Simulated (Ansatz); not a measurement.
Input

```
crystal:
  periodic: [false, false, false]
  atoms:
    - {symbol: Si, position_ang: [-0.681053, 0.487630, -0.268594]}
    - {symbol: B, position_ang: [0.798447, -0.640108, 0.496141]}
    - {symbol: Br, position_ang: [2.322534, -1.103350, -0.536039]}
    - {symbol: H, position_ang: [-1.956022, -0.281747, -0.201309]}
    - {symbol: H, position_ang: [-0.431494, 0.896153, -1.674791]}
    - {symbol: H, position_ang: [-0.843902, 1.706339, 0.574041]}
    - {symbol: H, position_ang: [0.791500, -1.064927, 1.610552]}
basis:
  gaussian: {orbitals: def2-TZVPP}
hamiltonian: {xc: pbe0, dispersion: d4}
output: {orbitals: {seedname: orbitals}}
```

Run with:

```sh
ansatz run in.yaml --threads 2 --pin off --events-out ev --progress --plain --max-ram 4352MiB
```

Geometry: PBE0-D4/def2-TZVP.

The calculation used RKS PBE0-D4/def2-TZVPP in Ansatz.

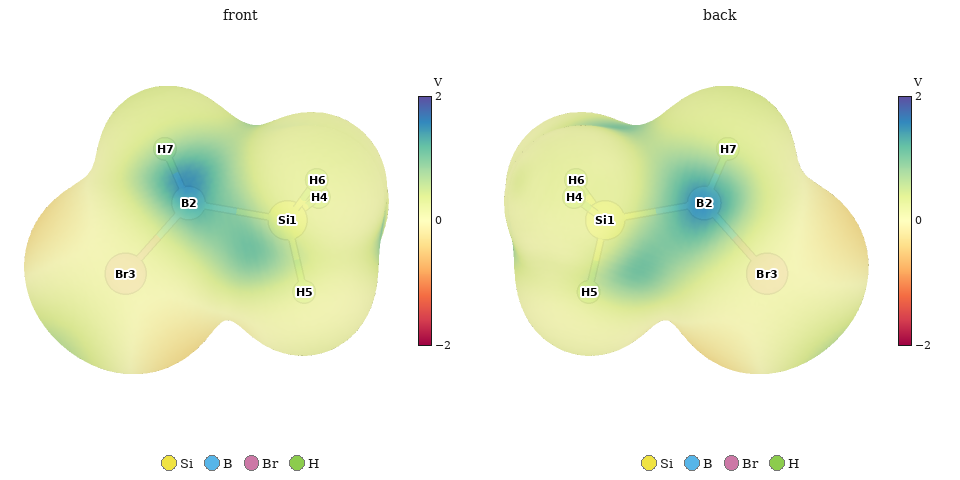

BBrH₄Si (SMILES [SiH3]BBr). The molecular electrostatic potential painted on the density surface at 0.002 e/bohr³, seen from the front and from behind; the colour scale runs from red (negative) to blue (positive).

Which sites attract a positive test charge, and which a negative one?

A positive charge is drawn to the negative regions and a negative charge to the positive ones. The most negative region (about −0.3 V, or −7 kcal/mol for a unit charge) lies over Br3, the most positive (about +1.5 V, or +35 kcal/mol for a unit charge) over B2. Br3 shows a σ-hole: about +0.6 V, or +14 kcal/mol for a unit charge at the tip opposite its bond, against about −0.1 V on its flanks.
